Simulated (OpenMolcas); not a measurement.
**Predicting a hybrid from its neighbours: GeSiH6O**

The species is GeSiH6O (9 atoms), meant as a singlet with charge 0. As SMILES, `[OH][GeH2][SiH3]`. Geometry: relaxed at PBE0-D4/def2-TZVP. This is one conformer, not always the lowest.

The vertical energy of the triplet above the singlet y, in eV, basis cc-pVDZ; a is the functional's share of exact exchange. Programs: OpenMolcas 26.06.

```
functional     program     a  y (eV)
      BLYP  OpenMolcas     0    5.13
    revPBE  OpenMolcas     0    5.10
     B3LYP  OpenMolcas   0.2       ?
      PBE0  OpenMolcas  0.25    5.45
     BHLYP  OpenMolcas   0.5    5.85
```

**Question.** Fit y = c + s·a to the known rows and predict B3LYP.

**Answer.** 
1. Means of the 4 rows: a = 0.1875, y = 5.383.
2. Σ(Δa)² = 0.17188, Σ(Δa·Δy) = 0.25062, so the slope is 0.25062/0.17188 = 1.4581.
3. Intercept: 5.383 − (1.4581) × 0.1875 = 5.110. The largest residual of the fit is 0.024.
4. B3LYP: 5.110 + (1.4581) × 0.2 = 5.40 eV.

The run gave 5.45 eV, so the prediction is off by -0.05 eV, more than the largest residual. The rows mix families of semi-local functionals, which the line can't see.

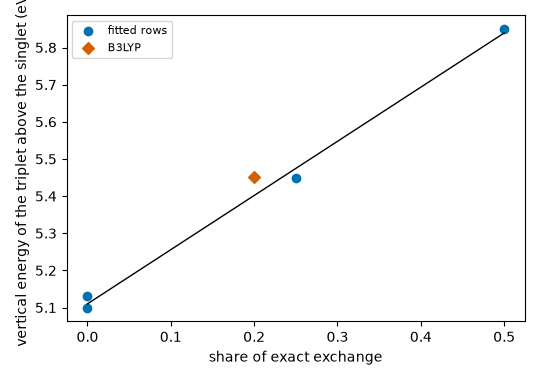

The fitted line, with the withheld row.
